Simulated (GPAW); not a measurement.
# An In chain with one Zn atom in line: transmission at several levels

How well does an In chain with one Zn atom in line conduct at low bias, and how far do basis and functional move the answer?

Main program and level: GPAW 26.7.0; GPAW LCAO, PAW setups; Landauer transmission from Green's functions with principal layers (ASE), zero bias.

### 1. Set-up

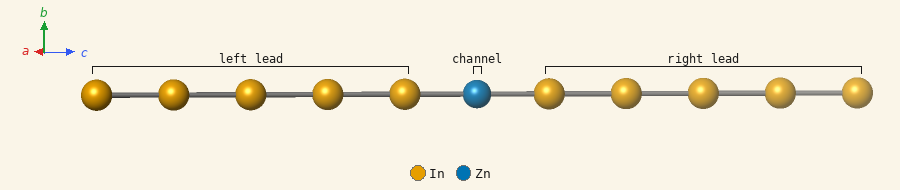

Start, viewed from the side, with the c axis across the page; indium orange, zinc blue.

The cell holds 11 atoms: 10 In and 1 Zn. Its edges and angles: a = 9.000 Å, b = 9.000 Å, c = 32.077 Å, α = 90.0°, β = 90.0°, γ = 90.0°. Regions: left lead, 5 atoms (5 In); channel, 1 atom (1 Zn); right lead, 5 atoms (5 In). Vacuum lies along a and b. The structure is stacked along c, and the current runs across the ab planes.

### 2. GPAW, dzp

The script solves lead and junction separately, takes H and S in the orbital basis, and joins semi-infinite leads through their self-energies; the dzp basis is the working standard.

Contents of run.py:

```python
import json
import numpy as np
from ase import Atoms
from ase.transport.calculators import TransportCalculator
from gpaw import GPAW, FermiDirac
from gpaw.lcao.tools import get_lcao_hamiltonian
from scipy.linalg import eigh

# The junction with lead layers at both ends, along the third cell vector
device = Atoms(
    ['In', 'In', 'In', 'In', 'In', 'Zn', 'In', 'In', 'In', 'In', 'In'],
    positions=[
        [4.50000, 4.50000, 1.47500],
        [4.50000, 4.50000, 4.42500],
        [4.50000, 4.50000, 7.37500],
        [4.50000, 4.50000, 10.32500],
        [4.50000, 4.50000, 13.27500],
        [4.50000, 4.50000, 16.03830],
        [4.50000, 4.50000, 18.80160],
        [4.50000, 4.50000, 21.75160],
        [4.50000, 4.50000, 24.70160],
        [4.50000, 4.50000, 27.65160],
        [4.50000, 4.50000, 30.60160]],
    cell=[[9.0, 0.0, 0.0], [0.0, 9.0, 0.0], [0.0, 0.0, 32.0766]],
    pbc=True)

# One principal layer of the lead: the first 3 atoms of the device
lead = Atoms(
    ['In', 'In', 'In'],
    positions=[
        [4.50000, 4.50000, 1.47500],
        [4.50000, 4.50000, 4.42500],
        [4.50000, 4.50000, 7.37500]],
    cell=[[9.0, 0.0, 0.0], [0.0, 9.0, 0.0], [0.0, 0.0, 8.85]],
    pbc=True)

settings = dict(mode='lcao', basis='dzp', xc='PBE', h=0.2,
                occupations=FermiDirac(0.1), maxiter=250,
                mixer=dict(beta=0.1, nmaxold=8, weight=100.0),
                convergence=dict(density=0.0001))
energies = np.arange(-3, 3 + 1e-9, 0.075)
eta = 0.0001
n1, n2 = 1, 1
# k and -k transmit alike, so half of the mesh across the current serves
mesh = [(i, j) for i in range(n1) for j in range(n2) if (i, j) <= (-i % n1, -j % n2)]
weights = np.array([1 if (i, j) == (-i % n1, -j % n2) else 2 for i, j in mesh]) / (n1 * n2)

# [... helper functions left out ...]
fermi_lead = ground_state(lead, (1, 1, 13), 'lead.txt')
fermi_device = ground_state(device, (1, 1, 3), 'device.txt')
# [... loop over the mesh left out, but for ...]
        # Shift the lead onto the potential of the device's first layer
        shift = ((H[:, 0, 0] - H0[:, 0, 0]) / S0[0, 0]).real.mean()
# [...]
kT = 8.617333e-5 * 300
bias = [0.1, 0.2, 0.5, 1.0, 1.5, 2.0]
# [... integrals and printing left out ...]
```

Command:

```bash
> OMP_NUM_THREADS=1 OPENBLAS_NUM_THREADS=1 python run.py
```

Output:

```text
basis functions: device 251, principal layer 69
Fermi level: lead -2.2014 eV, device -2.1999 eV; lead shifted by -0.0120 eV
largest coupling past the next layer 1.88e-06 eV, largest misfit of the first layer 0.020 eV
  E-E_F (eV)   T (one spin)  [channel counts left out]
    -3.000    7.0592e-01
    -2.925    7.0527e-01
    -2.850    7.0304e-01
    -2.775    6.9895e-01
    -2.700    6.9266e-01
    -2.625    6.8366e-01
    -2.550    6.7126e-01
    -2.475    6.5440e-01
    -2.400    6.3148e-01
    -2.325    5.9993e-01
    -2.250    5.5528e-01
    -2.175    4.8924e-01
    -2.100    3.8437e-01
    -2.025    1.9693e-01
    -1.950    4.6032e-07
    -1.875    6.3175e-07
[...]
2.475    2.3933e+00
     2.550    2.3747e+00
     2.625    2.3516e+00
     2.700    2.3233e+00
     2.775    2.2892e+00
     2.850    2.2477e+00
     2.925    2.1959e+00
     3.000    2.1297e+00
conductance at 300 K: 2.3915 G0 a cell; thermopower -4.43 uV/K
current from the zero-bias T(E) at 0.1 V: 18.419 uA
current from the zero-bias T(E) at 0.2 V: 36.128 uA
current from the zero-bias T(E) at 0.5 V: 80.713 uA
current from the zero-bias T(E) at 1.0 V: 144.62 uA
current from the zero-bias T(E) at 1.5 V: 207.44 uA
current from the zero-bias T(E) at 2.0 V: 271.08 uA
```

Run time: 40 s. Hardware: 1 thread of Arm Neoverse V2, shared host; peak memory 1.1 GiB.

This step gave:

| Quantity | Value |
| --- | --- |
| conductance | 2.391 G₀ |
| largest coupling past the next principal layer | 1.88e-6 eV |
| largest misfit of the first principal layer | 0.02030 eV |
| shift that aligns the lead | -0.01205 eV |
| basis functions of the junction | 251 |
| basis functions of a principal layer | 69 |
| transmission at the Fermi level (one spin) | 2.434 |

One spin. The transmission, zone mean by energy, zero at the Fermi level:

```
energy (eV)  transmission, zone mean
     -3.000                    0.706
     -2.475                    0.654
     -2.025                    0.197
     -1.500                   2.0e-8
     -0.975                    0.995
     -0.525                    0.996
      0.000                     2.43
      0.525                     2.24
      0.975                     2.32
      1.500                     2.37
      2.025                     2.42
      2.475                     2.39
      3.000                     2.13
```

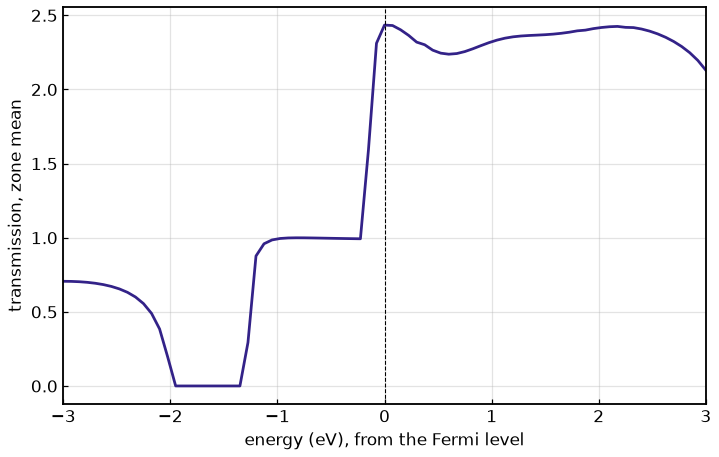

Transmission, zone mean, plotted against energy.

Not self-consistent under bias; the bias window is split evenly. The current through one cell, from the zero-bias transmission by bias:

```
bias (V)  current through one cell, from the zero-bias transmission (μA)
   0.100                                                            18.4
   0.200                                                            36.1
   0.500                                                            80.7
   1.000                                                             145
   1.500                                                             207
   2.000                                                             271
```

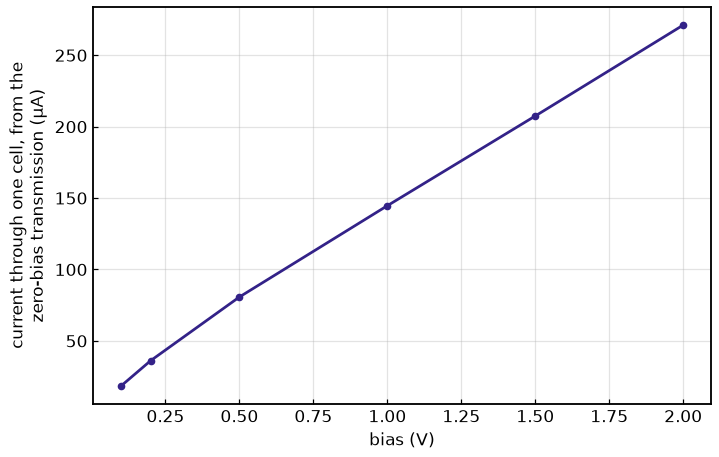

Current through one cell, from the zero-bias transmission against bias.

The transmission of the three most open eigenchannels by energy, zero at the Fermi level:

```csv
energy (eV),channel 1,channel 2 = channel 3
-3.000,0.706,0
-2.475,0.654,0
-2.025,0.197,0
-1.500,2.0e-8,0
-0.975,0.995,0
-0.525,0.996,0
0.000,0.991,0.722
0.525,0.988,0.628
0.975,0.988,0.664
1.500,0.989,0.690
2.025,0.992,0.713
2.475,0.994,0.700
3.000,0.995,0.567
```

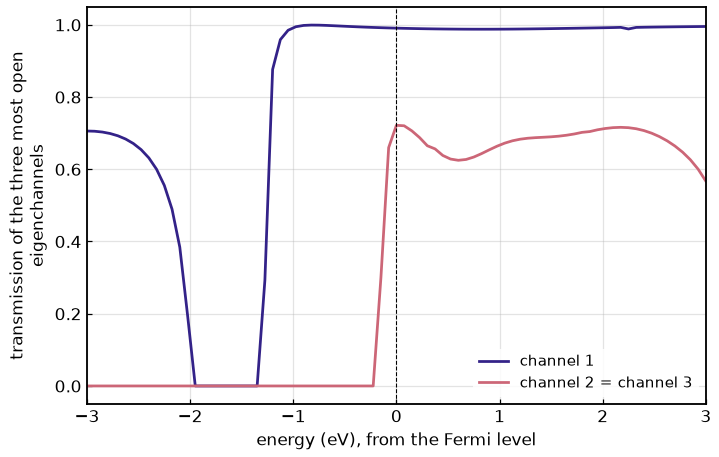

Transmission of the three most open eigenchannels against energy.

Couplings past the next layer reach 1.9e-6 eV, small enough to drop; the matrix elements of the cell's first layer differ from the bulk lead's by up to 0.020 eV. That layer keeps its own values in the calculation, and only beyond it is the lead taken as perfect. The Fermi levels of lead and junction count from different zeros of potential, one for each periodic cell; with both set to zero, the small remaining shift is what aligns them. By hand: G = 2.391 × 77.48 μS = 185 μS, a resistance of 5.40 kΩ; at 0.1 V a linear junction would pass 18.5 μA, and the integral over the bias window gives 18.4 μA.

### 3. Single-zeta polarised basis

One radial function a shell plus polarisation makes the matrices smaller; the question is what that costs.

Edit run.py of step 2 so:

```diff
@@ -36,3 +36,3 @@
 
-settings = dict(mode='lcao', basis='dzp', xc='PBE', h=0.2,
+settings = dict(mode='lcao', basis='szp(dzp)', xc='PBE', h=0.2,
                 occupations=FermiDirac(0.1), maxiter=250,
```

Output:

```text
basis functions: device 152, principal layer 42
Fermi level: lead -2.3506 eV, device -2.3445 eV; lead shifted by -0.0134 eV
largest coupling past the next layer 1.86e-06 eV, largest misfit of the first layer 0.021 eV
  E-E_F (eV)   T (one spin)  [channel counts left out]
    -3.000    6.4424e-01
    -2.925    6.3974e-01
    -2.850    6.3302e-01
    -2.775    6.2362e-01
    -2.700    6.1090e-01
    -2.625    5.9394e-01
    -2.550    5.7135e-01
    -2.475    5.4104e-01
    -2.400    4.9957e-01
    -2.325    4.4104e-01
    -2.250    3.5429e-01
    -2.175    2.1557e-01
    -2.100    1.0715e-06
    -2.025    1.4635e-07
    -1.950    4.9152e-07
    -1.875    5.1242e-07
[...]
2.475    2.3934e+00
     2.550    2.3719e+00
     2.625    2.3452e+00
     2.700    2.3130e+00
     2.775    2.2743e+00
     2.850    2.2274e+00
     2.925    2.1695e+00
     3.000    2.0960e+00
conductance at 300 K: 2.3732 G0 a cell; thermopower -4.865 uV/K
current from the zero-bias T(E) at 0.1 V: 18.267 uA
current from the zero-bias T(E) at 0.2 V: 35.762 uA
current from the zero-bias T(E) at 0.5 V: 79.692 uA
current from the zero-bias T(E) at 1.0 V: 143.35 uA
current from the zero-bias T(E) at 1.5 V: 206.02 uA
current from the zero-bias T(E) at 2.0 V: 269.56 uA
```

It took 32 s on 1 thread; peak memory 1.1 GiB.

This step gave:

```yaml
conductance: 2.373 G₀
largest_coupling_past_the_next_principal_layer: 1.86e-6 eV
largest_misfit_of_the_first_principal_layer: 0.02063 eV
shift_that_aligns_the_lead: -0.01343 eV
basis_functions_of_the_junction: 152
basis_functions_of_a_principal_layer: 42
transmission_at_the_fermi_level_one_spin: 2.420
```

One spin. Transmission, zone mean against energy, zero at the Fermi level:

```csv
energy (eV),"transmission, zone mean"
-3.000,0.644
-2.475,0.541
-2.025,1.5e-7
-1.500,8.9e-9
-0.975,0.989
-0.525,0.997
0.000,2.42
0.525,2.23
0.975,2.32
1.500,2.38
2.025,2.43
2.175,2.43
2.475,2.39
3.000,2.10
```

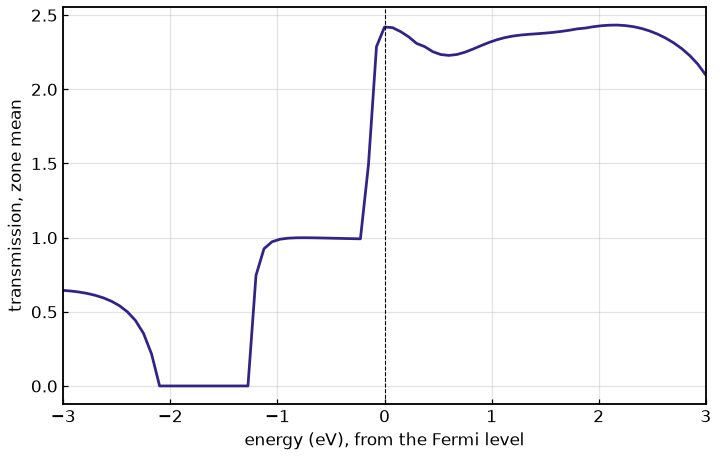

Transmission, zone mean against energy.

Not self-consistent under bias; the bias window is split evenly. Table of current through one cell, from the zero-bias transmission by bias:

```
bias (V)  current through one cell, from the zero-bias transmission (μA)
   0.100                                                            18.3
   0.200                                                            35.8
   0.500                                                            79.7
   1.000                                                             143
   1.500                                                             206
   2.000                                                             270
```

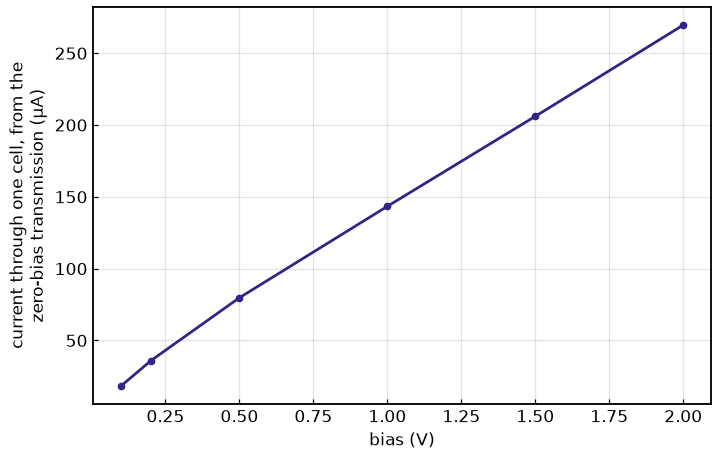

Current through one cell, from the zero-bias transmission, plotted against bias.

Transmission of the three most open eigenchannels against energy, zero at the Fermi level:

| energy (eV) | channel 1 | channel 2 = channel 3 |
| --- | --- | --- |
| -3.000 | 0.644 | 0 |
| -2.475 | 0.541 | 0 |
| -2.025 | 1.5e-7 | 0 |
| -1.500 | 8.9e-9 | 0 |
| -0.975 | 0.989 | 0 |
| -0.525 | 0.997 | 0 |
| 0.000 | 0.989 | 0.715 |
| 0.525 | 0.986 | 0.624 |
| 0.975 | 0.986 | 0.665 |
| 1.500 | 0.987 | 0.696 |
| 2.025 | 0.990 | 0.719 |
| 2.475 | 0.993 | 0.700 |
| 3.000 | 0.995 | 0.551 |

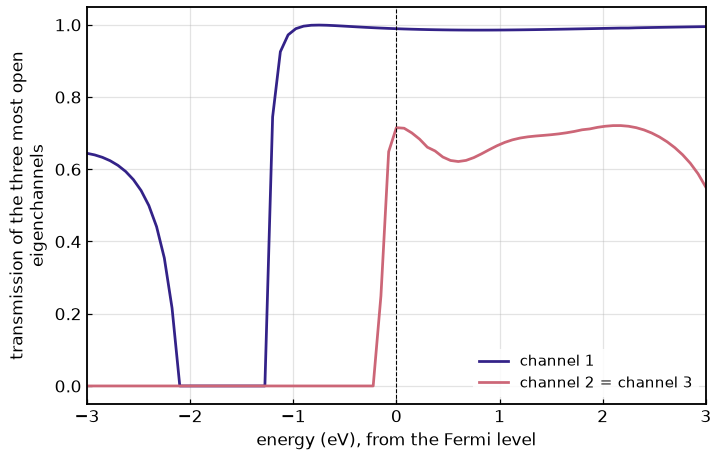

Transmission of the three most open eigenchannels against energy.

The conductance, 2.37 G₀, lies 0.8 % below that of the dzp run.

### 4. GPAW, sz: basis = "sz(dzp)"

The minimal basis is the cheapest rung: no second zeta and no polarisation.

Edit run.py of step 3 so:

```diff
@@ -36,3 +36,3 @@
 
-settings = dict(mode='lcao', basis='szp(dzp)', xc='PBE', h=0.2,
+settings = dict(mode='lcao', basis='sz(dzp)', xc='PBE', h=0.2,
                 occupations=FermiDirac(0.1), maxiter=250,
```

Output:

```text
basis functions: device 99, principal layer 27
Fermi level: lead -2.2681 eV, device -2.2808 eV; lead shifted by -0.0092 eV
largest coupling past the next layer 1.93e-06 eV, largest misfit of the first layer 0.020 eV
  E-E_F (eV)   T (one spin)  [channel counts left out]
    -3.000    7.6890e-01
    -2.925    7.7008e-01
    -2.850    7.7021e-01
[...]
2.925    2.2201e+00
     3.000    2.1601e+00
conductance at 300 K: 2.3912 G0 a cell; thermopower -4.531 uV/K
current from the zero-bias T(E) at 0.1 V: 18.429 uA
current from the zero-bias T(E) at 0.2 V: 36.234 uA
current from the zero-bias T(E) at 0.5 V: 81.478 uA
current from the zero-bias T(E) at 1.0 V: 146.04 uA
current from the zero-bias T(E) at 1.5 V: 209.73 uA
current from the zero-bias T(E) at 2.0 V: 274.16 uA
```

Wall time 21 s (1 thread); peak memory 1 GiB.

Numbers from this step:

```yaml
conductance: 2.391 G₀
largest_coupling_past_the_next_principal_layer: 1.93e-6 eV
largest_misfit_of_the_first_principal_layer: 0.02008 eV
shift_that_aligns_the_lead: -0.009183 eV
basis_functions_of_the_junction: 99
basis_functions_of_a_principal_layer: 27
transmission_at_the_fermi_level_one_spin: 2.431
```

One spin. The transmission, zone mean by energy, zero at the Fermi level:

| energy (eV) | transmission, zone mean |
| --- | --- |
| -3.0000 | 0.769 |
| -2.7750 | 0.769 |
| -2.4750 | 0.749 |
| -2.2500 | 0.701 |
| -2.0250 | 0.553 |
| -1.7250 | 5.1e-6 |
| -1.5000 | 3.2e-8 |
| -1.2750 | 7.8e-7 |
| -0.9750 | 0.994 |
| -0.7500 | 0.999 |
| -0.5250 | 0.997 |
| -0.2250 | 0.994 |
| 0.0000 | 2.43 |
| 0.0750 | 2.44 |
| 0.2250 | 2.39 |
| 0.5250 | 2.29 |
| 0.7500 | 2.30 |
| 0.9750 | 2.35 |
| 1.2750 | 2.40 |
| 1.5000 | 2.41 |
| 1.7250 | 2.41 |
| 2.0250 | 2.43 |
| 2.2500 | 2.43 |
| 2.4750 | 2.41 |
| 2.7750 | 2.31 |
| 3.0000 | 2.16 |

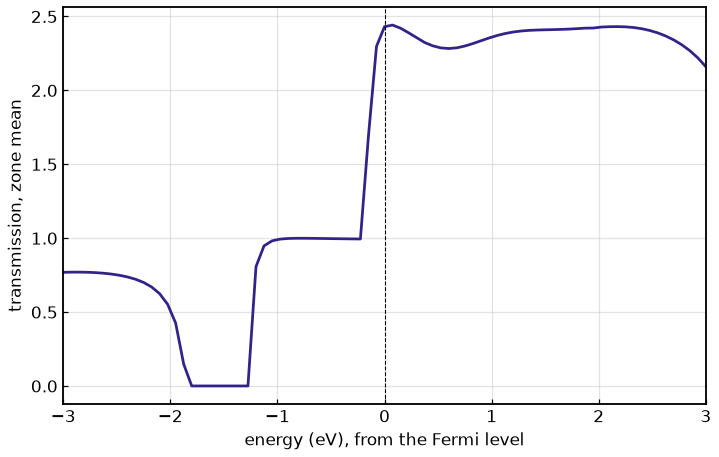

Transmission, zone mean, plotted against energy.

The conductance equals that of the dzp run to 0.2 %.

### 5. RPBE in the dzp basis: xc = "RPBE"

Back in the dzp basis, the functional changes from PBE to RPBE, to set the spread between functionals beside that between bases.

Edit run.py of step 4 so:

```diff
@@ -36,3 +36,3 @@
 
-settings = dict(mode='lcao', basis='sz(dzp)', xc='PBE', h=0.2,
+settings = dict(mode='lcao', basis='dzp', xc='RPBE', h=0.2,
                 occupations=FermiDirac(0.1), maxiter=250,
```

Output:

```text
basis functions: device 251, principal layer 69
Fermi level: lead -2.0811 eV, device -2.0791 eV; lead shifted by -0.0120 eV
largest coupling past the next layer 1.88e-06 eV, largest misfit of the first layer 0.020 eV
  E-E_F (eV)   T (one spin)  [channel counts left out]
    -3.000    7.1175e-01
    -2.925    7.1189e-01
    -2.850    7.1058e-01
[...]
2.925    2.2161e+00
     3.000    2.1509e+00
conductance at 300 K: 2.3991 G0 a cell; thermopower -4.401 uV/K
current from the zero-bias T(E) at 0.1 V: 18.479 uA
current from the zero-bias T(E) at 0.2 V: 36.248 uA
current from the zero-bias T(E) at 0.5 V: 80.963 uA
current from the zero-bias T(E) at 1.0 V: 144.97 uA
current from the zero-bias T(E) at 1.5 V: 207.95 uA
current from the zero-bias T(E) at 2.0 V: 271.82 uA
```

Wall time 40 s (1 thread); peak memory 1.1 GiB.

Numbers from this step:

```
conductance                                    : 2.399 G₀
largest coupling past the next principal layer : 1.88e-6 eV
largest misfit of the first principal layer    : 0.02019 eV
shift that aligns the lead                     : -0.01204 eV
basis functions of the junction                : 251
basis functions of a principal layer           : 69
transmission at the Fermi level (one spin)     : 2.442
```

The conductance, 2.40 G₀, lies 0.3 % above that of the dzp run.

### 6. Cost and result by level

Times are for 1 thread of Arm Neoverse V2, shared host. The series side by side:

| no. | run | conductance (G₀) | time | memory (GiB) |
| --- | --- | --- | --- | --- |
| 1 | dzp | 2.391 | 40 s | 1.1 |
| 2 | szp | 2.373 | 32 s | 1.1 |
| 3 | sz | 2.391 | 21 s | 1 |
| 4 | dzp RPBE | 2.399 | 40 s | 1.1 |

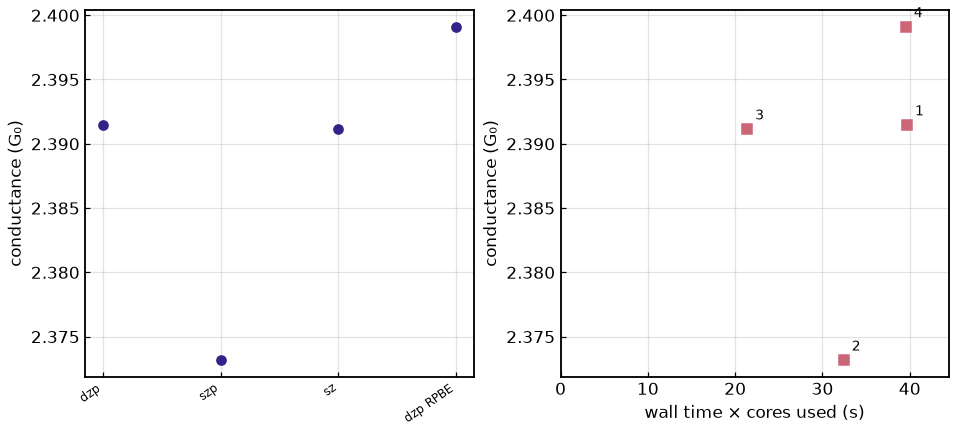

The series as plots; the last panel sets the first result against cost, with the runs numbered as in the table.

### 7. The levels side by side

The curves are compared point by point over the common energies.

This step: comparison of transmission and cost over codes and levels (GPAW 26.7.0).

Ladder, by row:

```csv
step,code,T at the Fermi level (sum over the listed spins),conductance (G0),r.m.s. T(E) from the first,wall time (s),peak memory (GiB),threads
dzp,GPAW,2.434,2.391,0,39.72,1.11,1
szp,GPAW,2.42,2.373,0.08026,32.47,1.08,1
sz,GPAW,2.431,2.391,0.08958,21.41,1,1
dzp-RPBE,GPAW,2.442,2.399,0.03126,39.58,1.11,1
```

The transmission, zone mean, sum over the listed spins by energy, zero at the Fermi level:

```csv
energy (eV),dzp,szp,sz,dzp-RPBE
-3.00,0.706,0.644,0.769,0.712
-2.02,0.197,1.5e-7,0.553,0.308
-0.97,0.995,0.989,0.994,0.997
0.00,2.43,2.42,2.43,2.44
0.97,2.32,2.32,2.35,2.33
2.02,2.42,2.43,2.43,2.43
2.17,2.43,2.43,2.43,2.44
3.00,2.13,2.10,2.16,2.15
```

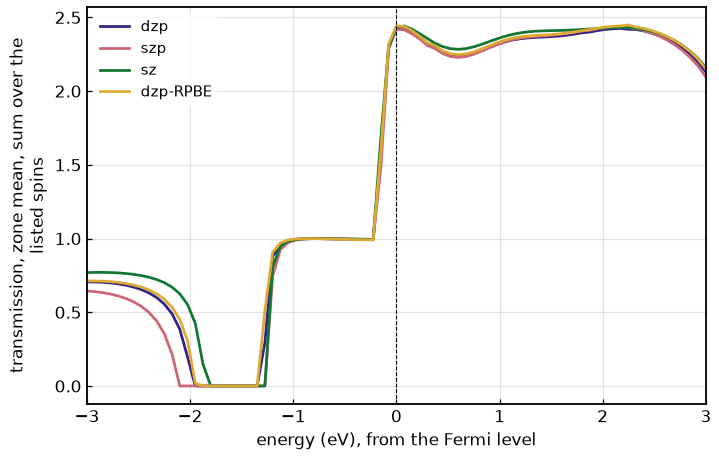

Transmission, zone mean, sum over the listed spins, plotted against energy.

(Part 1 of 2 ends here.)

[Logs are printed without paths, hosts, clocks, repeated set-up lines and the standing remarks that a program may print on its own settings, such as how far it seeks lower states.]

[Hosts, paths, dates, database ids (printed as entryN), source tags and the programs' standing remarks are cut or masked in the printed files.]
